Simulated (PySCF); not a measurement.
# HfF4: relaxation and vibrations of the singlet

Where does singlet HfF4 go from a tetrahedral start, is the end point a minimum, and what are its modes, charges and moments?

Computed with PySCF 2.14.0. Level: B3LYP, basis Hf def2-SVP with ECP60, F def2-SVP, scalar-relativistic core potentials, no spin–orbit coupling, density fitting.

## 1. The system as given

5 atoms, charge 0, spin multiplicity 1.

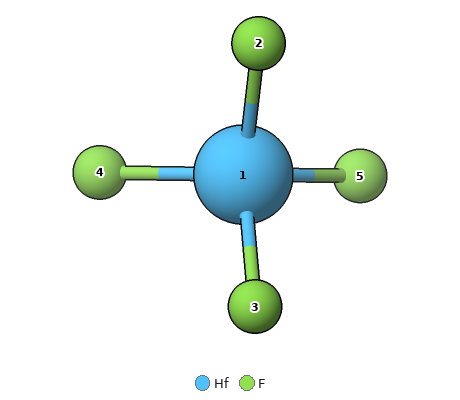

As it starts; hafnium blue, fluorine green; atoms are numbered from 1 in the order of the file.

Z-matrix (Å, degrees; charge 0 multiplicity 1):
```
Hf
F  1 2.1600
F  1 2.1600 2 109.47
F  1 2.1600 2 109.47 3 120.00
F  1 2.1600 2 109.47 3 -120.00
```

## 2. Tetrahedral start, singlet: relaxation

The steps below are one call of a driver around PySCF. For each, scf.py gives the equivalent set-up of the SCF; relaxations use the driver's own optimiser. Before each start the driver seeks the lowest SCF state from one or more starting densities and follows internal instabilities, so scf.py alone need not reach the same state.

The program finds Td symmetry in the start, which this walk keeps. The walk stops when the largest gradient is under 0.0003 Eh/bohr and the energy has settled too.

The input, scf.py:

```python
from pyscf import gto, scf, dft
mol = gto.M(atom='''
Hf    -0.000000     0.000000     0.000000
F      1.763594    -0.000070     1.247049
F     -1.763594    -0.000000     1.247049
F      0.000035     1.763630    -1.247000
F     -0.000035    -1.763559    -1.247099''',
    basis={'Hf': 'def2-SVP', 'F': 'def2-SVP'},
    ecp={'Hf': 'def2-SVP'},
    charge=0, spin=0)
mf = dft.RKS(mol, xc='B3LYP')
mf.grids.atom_grid = (50, 194)
aux = {'Hf': 'def2-universal-JKFIT', 'F': 'def2-universal-JKFIT'}
mf = mf.density_fit(auxbasis=aux)
mf.kernel()
```

After this run come: Frequencies.

**Question.** What will these runs give? Wanted: minimum; geometry; wavenumbers; dipole moment; highest occupied, lowest empty level; polar-tensor charge of Hf1; zero-point energy; atomisation energy.

**Answer**, as computed:

| quantity | value |
| --- | --- |
| minimum | singlet, Td |
| geometry | Hf–F 1.912 Å (×4); F–Hf–F 109.5° (×6) |
| wavenumbers (cm⁻¹) | 139 (t2), 149 (e), 669 (t2), 678 (a1) |
| dipole moment | 0.00 D |
| highest occupied, lowest empty level | -11.64, -1.25 eV |
| polar-tensor charge of Hf1 | +2.72 e |
| zero-point energy | 20.3 kJ/mol |
| entropy at 298.15 K | 334.5 J/(mol K) |
| atomisation energy (no zero-point energy) | 2622 kJ/mol |

The tetrahedral start keeps its Td symmetry and ends in a minimum. In the infrared the band at 669 cm⁻¹ (t2, stretch) leads. Hf1 has a polar-tensor charge of +2.7 e (a dipole derivative, not a static charge), yet symmetry cancels the bond dipoles. Other starts or spin states, not run here, may lie lower. With an element this heavy the missing spin–orbit coupling can shift these numbers.
